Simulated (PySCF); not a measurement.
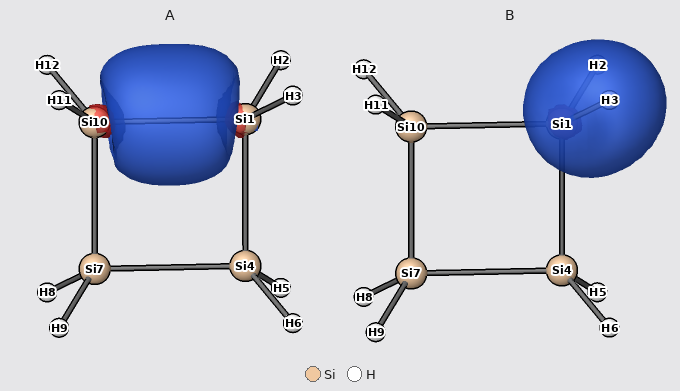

Figure 1: Cyclo-(SiH2)4 (H$_{8}$Si$_{4}$). Pipek–Mezey orbitals, occupied; each surface holds about 70 % of the orbital's density. Energies are diagonal elements of the Fock matrix.

Method: BLYP/aug-cc-pVDZ; geometry: GFN2-xTB; program: PySCF. No frequency check shows the geometry to be a minimum.

Name the orbitals, with their atomic make-up and energies.

By panel:
- A: σ bond Si1–Si10 (Si1 49 %, Si10 49 %; −9.1 eV)
- B: σ bond H3–Si1 (H3 52 %, Si1 47 %; −9.8 eV)

How do all the valence pairs divide up?

12 pairs: 12 σ bonds.
